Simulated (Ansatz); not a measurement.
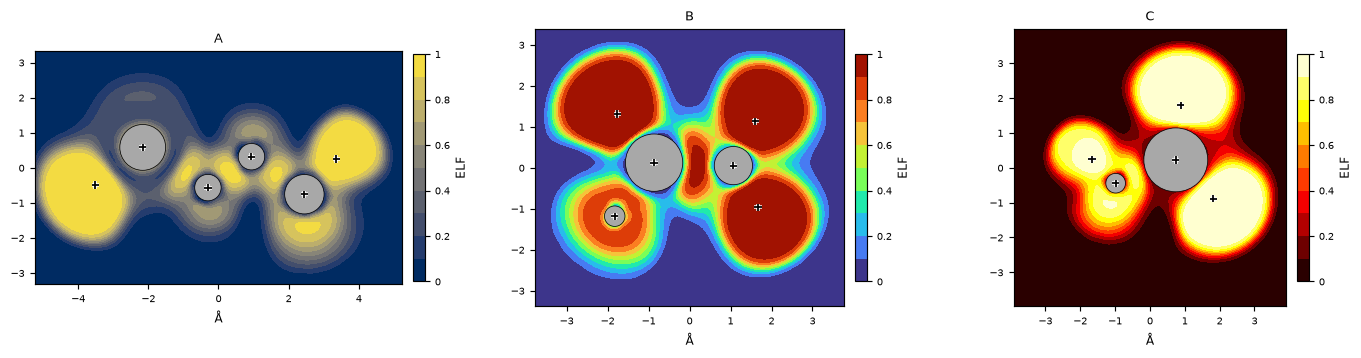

The electron localisation function of 3 systems, each on a plane through atoms (crosses mark nuclei in the plane; grey discs cover the cores).

Method: Ansatz 0.2.0, RKS B3LYP-D4/def2-SVP.

System 1: C2H8SSn, the plane of atoms C2, C3 and Sn4. Core potentials replace the inner electrons of Sn.

| atom | x (Å) | y (Å) | z (Å) |
| --- | --- | --- | --- |
| S | -2.6408 | 0.4484 | 0.7957 |
| C | -0.9169 | 0.6575 | 0.1614 |
| C | -0.1915 | -0.6791 | 0.2270 |
| Sn | 1.8655 | -0.5685 | -0.4959 |
| H | -3.0350 | 1.7332 | 0.6288 |
| H | -0.4054 | 1.4160 | 0.7740 |
| H | -0.9647 | 1.0315 | -0.8731 |
| H | -0.1546 | -1.0560 | 1.2616 |
| H | -0.7111 | -1.4384 | -0.3791 |
| H | 2.7530 | 0.5546 | 0.4613 |
| H | 2.6054 | -2.1180 | -0.3941 |
| H | 1.8730 | -0.0361 | -2.1336 |

System 2: GaH3O···PH3, the plane of atoms Ga1, O2 and H7. Not at a stationary point (largest force 0.9 eV/Å).

```xyz
9

Ga   -0.3065    1.6862   -0.7517
O     1.2604    0.7082   -0.8727
H    -1.3573    1.4595   -1.8951
H    -0.3281    2.6426    0.4764
H     0.6199   -0.9358    0.5666
P    -0.5883   -1.3449    1.1456
H     1.3145    0.1723   -1.6755
H    -0.0337   -1.7234    2.4033
H    -0.5808   -2.6645    0.6031
```

System 3: BFH4SeSi (SMILES B[SiH](F)[SeH]), the plane of atoms B1, Si2 and H7. 

```tsv
atom	x (Å)	y (Å)	z (Å)
B	-0.9454	0.6583	0.0552
Si	0.9725	0.3929	0.0974
F	1.7684	-0.3097	1.3314
Se	-0.3719	-1.2964	-1.0281
H	-1.3284	1.3652	-0.8444
H	-1.6474	0.3899	0.9938
H	2.0074	0.8673	-0.8566
H	-0.3631	-2.1244	0.1954
```

> Match each panel to its system.

Panel A is system 1, C2H8SSn: the plane holds S, C, Sn and H. C–C (1.52 Å): the ELF peaks at about 0.95 between the atoms (a shared electron pair). Panel B is system 3, BFH4SeSi: the plane holds B, Si, F and H. Si–F (1.63 Å): the ELF peaks at about 0.85 in the valence shell of F, 0.6 Å from its nucleus, and is about 0.45 at the midpoint. Panel C is system 2, GaH3O···PH3: the plane holds Ga, O and H. Ga–O (1.85 Å): the ELF peaks at about 0.85 in the valence shell of O, 0.6 Å from its nucleus, and is about 0.25 at the midpoint.
